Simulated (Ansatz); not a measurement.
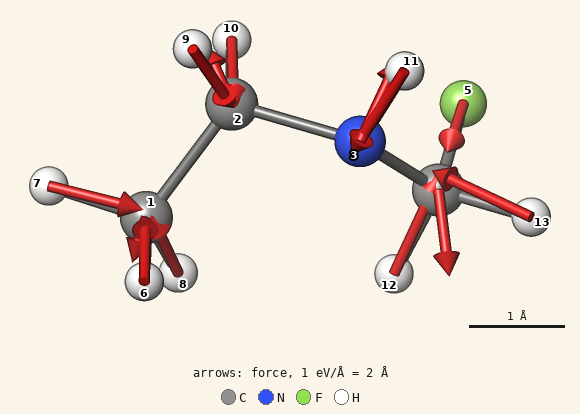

Starting geometry of C₃H₈FN with the computed forces as red arrows. A ball-and-stick model, seen at a tilt.

The start comes from PBE-D4/def2-SVP.

All numbers below come from Ansatz 0.2.0, RKS PBE0-D4/def2-TZVP.

Input file:
```yaml
crystal:
  periodic: [false, false, false]
  atoms:
    - {symbol: C, position_ang: [-1.055550, 0.591527, 1.070575]}
    - {symbol: C, position_ang: [0.280802, 0.814036, 0.364056]}
    - {symbol: N, position_ang: [0.933190, -0.444988, -0.015418]}
    - {symbol: C, position_ang: [0.376396, -1.160302, -1.094981]}
    - {symbol: F, position_ang: [0.395967, -0.457868, -2.327731]}
    - {symbol: H, position_ang: [-0.927272, -0.063967, 1.955790]}
    - {symbol: H, position_ang: [-1.483142, 1.557776, 1.404907]}
    - {symbol: H, position_ang: [-1.806084, 0.119307, 0.404104]}
    - {symbol: H, position_ang: [0.972341, 1.343311, 1.051549]}
    - {symbol: H, position_ang: [0.135298, 1.485785, -0.516124]}
    - {symbol: H, position_ang: [1.942381, -0.317032, -0.139681]}
    - {symbol: H, position_ang: [-0.689513, -1.400022, -0.891143]}
    - {symbol: H, position_ang: [0.945586, -2.102362, -1.251104]}
basis:
  gaussian: {orbitals: def2-TZVP}
hamiltonian: {xc: pbe0, dispersion: d4}
relax: {f_tol: 0.005, max_steps: 150}
```

Launched with:
```bash
ansatz run in.yaml --threads 4 --pin off --events-out ev --progress --plain --max-ram 10444MiB
```

Is this structure relaxed? If not, where do the atoms go?

It isn't relaxed: the largest force vector, on H13, is 0.66 eV/Å. The final displacements have little in common with the starting forces (cosine between the two patterns 0.24). Over 10 geometry steps the energy falls by 0.054 eV. Largest force component: 0.62 eV/Å at the start, 0.0011 eV/Å at the end. F5 moves most after the best rigid fit: 0.12 Å. Largest moves by element: F 0.12 Å, H 0.10 Å, C 0.05 Å, N 0.03 Å. Some distances before and after: C2–H10 1.117 → 1.098 Å, C1–H6 1.109 → 1.092 Å, N3–H11 1.025 → 1.010 Å, C1–C2 1.528 → 1.516 Å.
